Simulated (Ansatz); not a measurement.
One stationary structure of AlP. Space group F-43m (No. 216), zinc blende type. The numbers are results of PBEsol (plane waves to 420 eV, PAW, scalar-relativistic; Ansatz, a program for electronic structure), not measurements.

```cif
data_Al4P4
_chemical_formula_sum 'P4 Al4'
_space_group_name_H-M_alt 'F-43m'
_space_group_IT_number 216
_space_group_name_Hall 'F -4 2 3'
_cell_length_a 5.47032
_cell_length_b 5.47032
_cell_length_c 5.47032
_cell_angle_alpha 90.000
_cell_angle_beta 90.000
_cell_angle_gamma 90.000
loop_
_atom_site_label
_atom_site_type_symbol
_atom_site_symmetry_multiplicity
_atom_site_Wyckoff_symbol
_atom_site_fract_x
_atom_site_fract_y
_atom_site_fract_z
_atom_site_occupancy
P1 P 4 d 0.75000 0.75000 0.75000 1
Al1 Al 4 a 0.00000 0.00000 0.00000 1
```
(The calculation used a cell of 2 atoms; values per cell refer to that cell.)

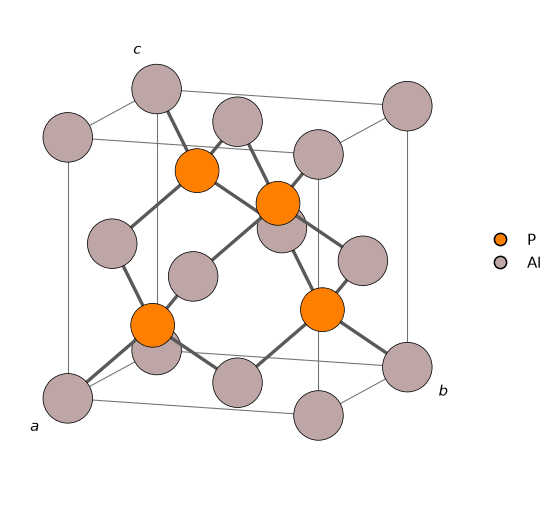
Fig. 1. The conventional cell of the relaxed structure

For AlP, the volume per atom is 20.46 Å³ and the band gap comes out as 1.45 eV, indirect (valence top at Γ, conduction bottom at X) (no spin-orbit coupling). The smallest direct gap comes out as 3.15 eV at Γ and the shortest distances comes out as Al–P 2.37 Å. The k-mesh is 10×10×10.

No spin polarisation in the result.

Measured for AlP: a 5.451 Å (static lattice; corrected from measurement; as listed in Daniel Mejia-Rodriguez, S. B. Trickey, Phys. Rev. B (2018)); gap 2.54 eV (static lattice; corrected from measurement; as listed in Wei Chen et al., Physical Review Materials (2018)). Computed minus measured — a: PBEsol +0.4 %; gap: PBEsol -1.09 eV. The computed values are for a static lattice, and a measured gap can be an optical one, lowered by exciton binding.

The run could not lose the symmetry of its start.

All atoms sit on sites fixed by symmetry, so only the cell could relax.
